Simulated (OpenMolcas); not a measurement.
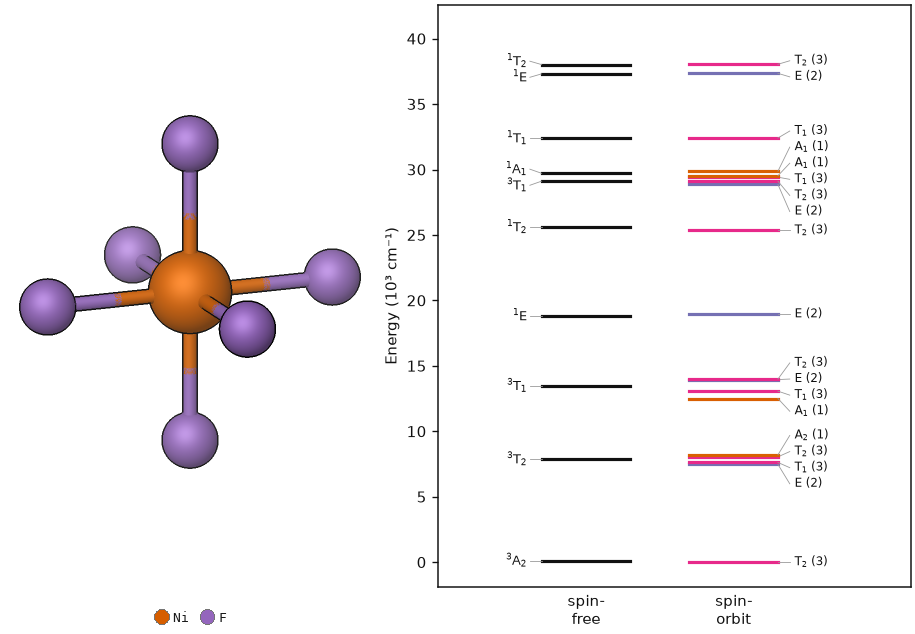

Ni²⁺ (3d⁸) as a dopant in KZnF₃, a cluster with its 6 nearest F⁻ at 1.965 Å (octahedron) embedded in model potentials and point charges; the geometry was set, not optimised, and its levels. Labels give the representation in O, Td, D4 or D3 as the site allows (double group for half-integer spin) where it could be assigned and, in brackets, the degeneracy; spin-free states, where drawn, share the zero of the spin-orbit levels. Level of the calculation: state-averaged CASSCF, active space 8 electrons in the shell 3d, basis ANO-RCC-VDZP on all atoms, DKH2 scalar Hamiltonian, spin-orbit coupling by RASSI with atomic mean-field integrals (OpenMolcas).

**Give the ground level, the first gap and the ligand-field bands.**

The ground level is T₂, 3-fold degenerate, 100 % from states of spin multiplicity 3. The next level lies at 7,480 cm⁻¹ (E). The lowest spin-free state is ³A₂, from the free-ion F term; of the same spin there follow at 7,750 cm⁻¹ (³T₂), 13,400 cm⁻¹ (³T₁) and 29,000 cm⁻¹ (³T₁) above it. A ligand-field fit to the spin-free states gives |10Dq| = 7,590 cm⁻¹, B = 1,270 and C = 4,660 cm⁻¹ (rms misfit 80 cm⁻¹). The active orbitals hold 94 to 98 % metal character (Löwdin), and the Mulliken charge of the metal is +1.54.

Known limits: the geometry is set by hand, with no relaxation and no charge compensation.
